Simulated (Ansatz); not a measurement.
```yaml
crystal:
  lattice:
    - [0.00000, 5.59106, 0.00000]
    - [5.59106, 0.00000, 0.00000]
    - [0.00000, 0.00000, -8.02333]
  atoms:
    - { symbol: Re, position: [0.00000, 0.00000, 0.50000] }
    - { symbol: Re, position: [0.50000, 0.50000, 0.00000] }
    - { symbol: O, position: [0.00000, 0.00000, 0.74300] }
    - { symbol: O, position: [0.50000, 0.50000, 0.24300] }
    - { symbol: O, position: [0.00000, 0.00000, 0.25700] }
    - { symbol: O, position: [0.50000, 0.50000, 0.75700] }
    - { symbol: O, position: [0.22380, 0.29340, 0.00000] }
    - { symbol: O, position: [0.72380, 0.79340, 0.50000] }
    - { symbol: O, position: [0.79340, 0.27620, 0.50000] }
    - { symbol: O, position: [0.29340, 0.77620, 0.00000] }
    - { symbol: O, position: [0.27620, 0.20660, 0.50000] }
    - { symbol: O, position: [0.77620, 0.70660, 0.00000] }
    - { symbol: O, position: [0.20660, 0.72380, 0.50000] }
    - { symbol: O, position: [0.70660, 0.22380, 0.00000] }
    - { symbol: Sr, position: [0.50000, 0.00000, 0.75000] }
    - { symbol: Sr, position: [0.00000, 0.50000, 0.25000] }
    - { symbol: Sr, position: [0.00000, 0.50000, 0.75000] }
    - { symbol: Sr, position: [0.50000, 0.00000, 0.25000] }
    - { symbol: Ir, position: [0.00000, 0.00000, 0.00000] }
    - { symbol: Ir, position: [0.50000, 0.50000, 0.50000] }
```

Space group I4/m; built by placing these elements on a known structure type; not relaxed (largest force 0.9 eV/Å); computed without spin polarisation.

These are results of DFT, PAW plane waves, r2SCAN (Ansatz 0.2.0), not measurements.

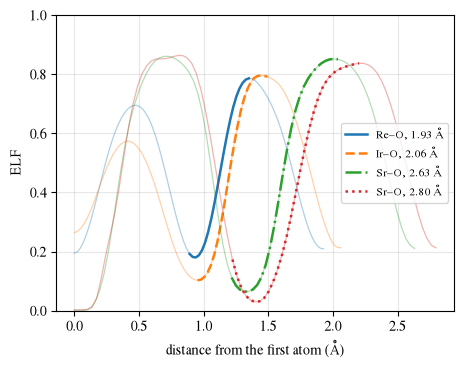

Sr₂ReIrO₆. ELF along straight lines between neighbouring atoms. Thin, pale parts lie inside the atomic spheres.

In a PAW calculation such maps are meaningful between the atoms, not at the nuclei.

What can be read from the curves?

Re–O (1.93 Å): the ELF peaks at about 0.80 in the valence shell of O, 0.6 Å from its nucleus, and drops to about 0.20 between the two atoms; no shared electron pair shows on this line.
Ir–O (2.06 Å): the ELF peaks at about 0.80 in the valence shell of O, 0.6 Å from its nucleus, and is about 0.15 at the midpoint: no shared electron pair shows on this line.
Sr–O (2.63 Å): the ELF is about 0.05 at the midpoint; no localised pair shows between them.
Sr–O (2.80 Å): the ELF is about 0 at the midpoint (no localised pair shows between them).
